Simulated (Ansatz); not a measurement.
# Ge (diamond structure), cut as [110] fin, 0.58 nm along [001] by 3.67 nm along [1-10]

All values below come from PBE (plane waves to 420 eV, PAW; Ansatz, a program for electronic structure).

k-points: Γ-centred 1×1×7 mesh; occupations: Fermi-Dirac, 0.020 eV; spin polarisation not allowed. No spin-orbit coupling.

 The relaxation kept the symmetry of its start, so a lower minimum of less symmetry isn't excluded. The period along the axis is held at the bulk value.

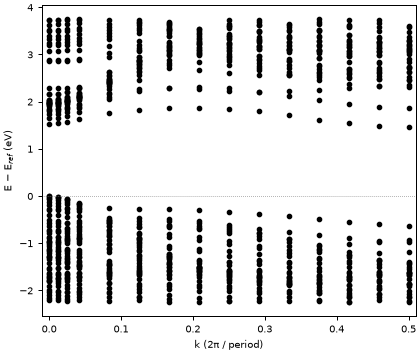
Levels along the axis at 15 k-points, drawn as points, zero at the top of the valence band

Electronic character: not metallic; Kohn-Sham band gap: 1.46 eV. Only levels within the plotted window are shown.
